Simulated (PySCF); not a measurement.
# GeH4O2 (SMILES [OH][GeH2][OH]), step by step

Aim: a structure relaxation (LC-wPBE/pcseg-0), then the energy (NEVPT2(2,2)/3-21G), then the charge distribution (B97-D-D3(0)/ma-def2-TZVP) of GeH4O2. 

Program for the calculation: PySCF 2.14.0.

1 further run of the same task is left out (for a faulty analytic Hessian).

## 1. The system as given

GeH4O2: 7 atoms, total charge 0, spin state singlet. SMILES: `[OH][GeH2][OH]`. All atoms were displaced at random from a relaxed shape. The run starts from this shape.

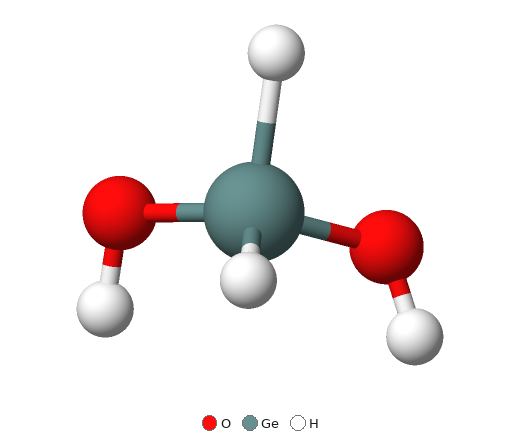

The structure, seen from a chosen angle (oxygen red, germanium teal, hydrogen white).

## 2. A structure relaxation at LC-wPBE/pcseg-0 (density fitting) (run 1)

Input file job.py:

```python
# [OH][GeH2][OH]
from pyscf import gto, dft
from pyscf import df
from pyscf.geomopt.geometric_solver import kernel as optimise

mol = gto.M(
    atom='''
O   -1.383273  -0.359329  -0.170668
Ge   0.090823   0.323484   0.160254
O    1.336187  -0.841368   0.477536
H   -1.601848  -0.422283  -1.138165
H    0.395165   1.473816  -0.794877
H   -0.221680   0.876993   1.737086
H    1.529807  -1.219573  -0.463322
''',
    verbose=3,
    max_memory=1860,
    spin=0,
    basis='pcseg-0',
    charge=0,
)

mf = dft.RKS(mol, xc='lc_wpbe')
mf = mf.density_fit(auxbasis=df.aug_etb(mol, beta=2.0))
converged, mol_eq = optimise(mf, maxsteps=100)
print('converged:', converged)
print(mol_eq.tostring())

mf.reset(mol_eq)
mol = mol_eq
mf.kernel()
energy = mf.e_tot
print(f'total energy: {energy:.8f} hartree')
```

Started as:

```bash
$ OMP_NUM_THREADS=1 python job.py
```

Output:

```text
maxiter                   100
[... 35 lines left out ...]
> Convergence Criteria:
[... 33 lines left out ...]
Step    0 : Gradient = 6.918e-02/1.359e-01 (rms/max) Energy = -2226.4803569454
[... 87 lines left out ...]
converged SCF energy = -2226.51699948887
[... 99 lines left out ...]
converged SCF energy = -2226.51716867347
[... 99 lines left out ...]
converged SCF energy = -2226.51720553004
[... 88 lines left out ...]
Converged! =D
[... 1 line left out ...]
converged: True
O          -1.55106948       -0.24129422       -0.19643549
Ge          0.01720904        0.40162096        0.30245303
O           1.28142874       -0.82879707        0.40303005
H          -1.73535397       -0.55320786       -1.11250764
H           0.45052539        1.47213394       -0.69043517
H          -0.17654359        0.89654363        1.69648027
H           1.68577900       -1.24692775       -0.39202899
converged SCF energy = -2226.51721270223
total energy: -2226.51721270 hartree
```

Wall time 2.9 min (1 thread of Intel Xeon at 2.50GHz (Skylake/Cascade Lake), shared host); peak memory 0.52 GiB.

Step by step:

| step | energy from the first frame kept (eV) | largest force (eV/Å) |
| --- | --- | --- |
| 0 | 0.0000 | 6.9882 |
| 1 | -0.8153 | 2.6059 |
| 2 | -0.9517 | 1.3262 |
| 3 | -0.9906 | 0.3368 |
| 4 | -0.9971 | 0.1287 |
| 5 | -0.9991 | 0.0586 |
| 6 | -1.0001 | 0.0501 |
| 7 | -1.0010 | 0.0631 |
| 8 | -1.0017 | 0.0610 |
| 9 | -1.0022 | 0.0335 |
| 10 | -1.0024 | 0.0171 |
| 11 | -1.0025 | 0.0231 |
| 12 | -1.0027 | 0.0325 |
| 13 | -1.0028 | 0.0277 |
| 14 | -1.0029 | 0.0112 |
| 15 | -1.0029 | 0.0027 |

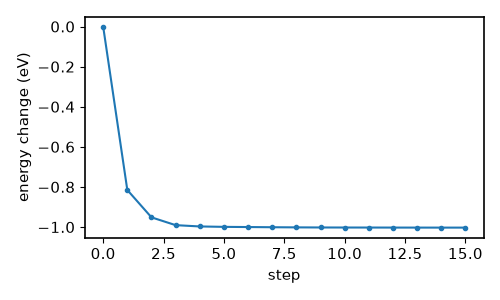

Energy along the run.

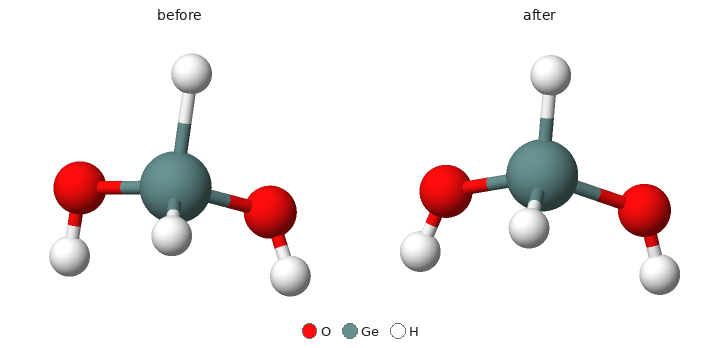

Before and after, at one scale.

After the run. Bond lengths: O1–Ge2 1.767 Å, Ge2–O3 1.767 Å, O1–H4 0.985 Å, Ge2–H5 1.523 Å, Ge2–H6 1.492 Å, O3–H7 0.985 Å. Angles: O1–Ge2–O3 113.4°, O1–Ge2–H5 108.9°, O1–Ge2–H6 105.6°, O3–Ge2–H5 108.8°, O3–Ge2–H6 105.7°, Ge2–O1–H4 122.9°, Ge2–O3–H7 122.9°, H5–Ge2–H6 114.4°.

## 3. The energy at NEVPT2(2,2)/3-21G (run 3)

Input file run.py:

```python
from pyscf import gto, mcscf, mrpt

molecule = gto.M(
    atom='''
O   -1.551069  -0.241294  -0.196435
Ge   0.017209   0.401621   0.302453
O    1.281429  -0.828797   0.403030
H   -1.735354  -0.553208  -1.112508
H    0.450525   1.472134  -0.690435
H   -0.176544   0.896544   1.696480
H    1.685779  -1.246928  -0.392029
''',
    verbose=4,
    basis='3-21g',
    max_memory=1860,
)

calc0 = molecule.RHF()
calc0.kernel()

cas = mcscf.CASSCF(calc0, 2, 2)
cas.fix_spin_(ss=0.0)
cas.natorb = True
cas.kernel()
e_pt2 = mrpt.NEVPT(cas).kernel()
e_tot = cas.e_tot + e_pt2
print('E(%s) = %.9f' % ('NEVPT2', e_tot))
calc0.analyze()
```

Started as:

```bash
$ OMP_NUM_THREADS=1 python run.py
```

Output:

```text
PySCF version 2.14.0

[... 137 lines left out ...]
Natural orbital (expansion on meta-Lowdin AOs) in CAS space
[... 32 lines left out ...]
MO #4   energy= -45.9903891773612  occ= 2
[... 10 lines left out ...]
MO #15  energy= -1.59350651639782  occ= 2
[... 10 lines left out ...]
MO #26  energy= -0.441714862006128 occ= 2
[... 10 lines left out ...]
MO #37  energy= 1.23412595458735   occ= 0
[... 10 lines left out ...]
MO #48  energy= 3.1735219380953    occ= 0
[... 58 lines left out ...]
Dipole moment(X, Y, Z, Debye):  0.74590,  0.29302, -3.14755
```

Wall time 5.4 s (1 thread of Intel Xeon at 2.50GHz (Skylake/Cascade Lake), shared host); peak memory 0.14 GiB.

## 4. Energy and one-electron properties at B97-D-D3(0)/ma-def2-TZVP (Coulomb fitting set) (run 4)

Input file job.py:

```python
# [OH][GeH2][OH]
import numpy
from pyscf import gto, scf, dft, lo

mol = gto.M(
    atom=[
    ('O', (-1.551069, -0.241294, -0.196435)),
    ('Ge', (0.017209, 0.401621, 0.302453)),
    ('O', (1.281429, -0.828797, 0.403030)),
    ('H', (-1.735354, -0.553208, -1.112508)),
    ('H', (0.450525, 1.472134, -0.690435)),
    ('H', (-0.176544, 0.896544, 1.696480)),
    ('H', (1.685779, -1.246928, -0.392029)),
],
    spin=0,
    max_memory=1860,
    verbose=3,
    basis='ma-def2-tzvp',
)

myscf = dft.RKS(mol)
myscf.xc = 'b97-d'
myscf = myscf.density_fit(auxbasis='def2-universal-jfit')
myscf.disp = 'd3zero'
myscf.kernel()

etot = myscf.e_tot
print(f'total energy: {etot:.8f} hartree')
myscf.analyze()
quad = myscf.quad_moment()
occ = myscf.mo_coeff[:, myscf.mo_occ > 0]
iaos = lo.vec_lowdin(lo.iao.iao(mol, occ), myscf.get_ovlp())
c = iaos.T @ myscf.get_ovlp() @ occ
pop_iao, q_iao = scf.hf.mulliken_pop(lo.iao.reference_mol(mol), (c * myscf.mo_occ[myscf.mo_occ > 0]) @ c.T, numpy.eye(c.shape[0]), verbose=0)
print('IAO charges', numpy.round(q_iao, 4))
```

Started as:

```bash
$ OMP_NUM_THREADS=1 python job.py
```

Output:

```text
converged SCF energy = -2230.91904636585
[... 23 lines left out ...]
MO #22  energy= -0.34226159562261  occ= 2
[... 24 lines left out ...]
MO #47  energy= 0.289220240998549  occ= 0
[... 24 lines left out ...]
MO #72  energy= 1.01524039534278   occ= 0
[... 24 lines left out ...]
MO #97  energy= 2.32830519002717   occ= 0
[... 24 lines left out ...]
MO #122 energy= 5.02107491563618   occ= 0
[... 32 lines left out ...]
Dipole moment(X, Y, Z, Debye):  0.53392,  0.21733, -2.24292
[... 2 lines left out ...]
IAO charges [-0.7655  1.0562 -0.7656  0.3576 -0.1425 -0.0978  0.3576]
```

Wall time 25 s (1 thread of Intel Xeon at 2.50GHz (Skylake/Cascade Lake), shared host); peak memory 0.51 GiB.

Atomic charges (e):

| atom | Mulliken | IAO |
| --- | --- | --- |
| O1 | -0.552 | -0.765 |
| Ge2 | +0.482 | +1.056 |
| O3 | -0.552 | -0.766 |
| H4 | +0.320 | +0.358 |
| H5 | -0.017 | -0.142 |
| H6 | -0.001 | -0.098 |
| H7 | +0.320 | +0.358 |

## 5. Summary of results

| quantity | value |
| --- | --- |
| run 1, LC-wPBE/pcseg-0: total energy at the end | -2226.51721 Eh |
| run 1, LC-wPBE/pcseg-0: dipole moment | 3.07 D |
| run 1, LC-wPBE/pcseg-0: HOMO energy | -10.90 eV |
| run 1, LC-wPBE/pcseg-0: LUMO energy | 3.26 eV |
| run 1, LC-wPBE/pcseg-0: HOMO–LUMO gap | 14.17 eV |
| run 3, NEVPT2(2,2)/3-21G: total energy | -2216.90978 Eh |
| run 3, NEVPT2(2,2)/3-21G: dipole moment (Hartree–Fock density) | 3.25 D |
| run 3, NEVPT2(2,2)/3-21G: HOMO energy (Hartree–Fock orbitals) | -12.02 eV |
| run 3, NEVPT2(2,2)/3-21G: LUMO energy (Hartree–Fock orbitals) | 4.81 eV |
| run 3, NEVPT2(2,2)/3-21G: HOMO–LUMO gap (Hartree–Fock orbitals) | 16.83 eV |
| run 4, B97-D-D3(0)/ma-def2-TZVP: total energy | -2230.91905 Eh |
| run 4, B97-D-D3(0)/ma-def2-TZVP: dipole moment | 2.32 D |
| run 4, B97-D-D3(0)/ma-def2-TZVP: HOMO energy | -7.08 eV |
| run 4, B97-D-D3(0)/ma-def2-TZVP: LUMO energy | -1.01 eV |
| run 4, B97-D-D3(0)/ma-def2-TZVP: HOMO–LUMO gap | 6.08 eV |
| run 4, B97-D-D3(0)/ma-def2-TZVP: dispersion energy | -9.74 kJ/mol |

In words: The optimisation (run 1, LC-wPBE/pcseg-0) took 15 steps and changed the energy by -1.003 eV. Mulliken charges (run 1, LC-wPBE/pcseg-0) run from -0.82 on O3 to +1.10 on Ge2. Mulliken charges (run 4, B97-D-D3(0)/ma-def2-TZVP) run from -0.55 on O1 to +0.48 on Ge2.
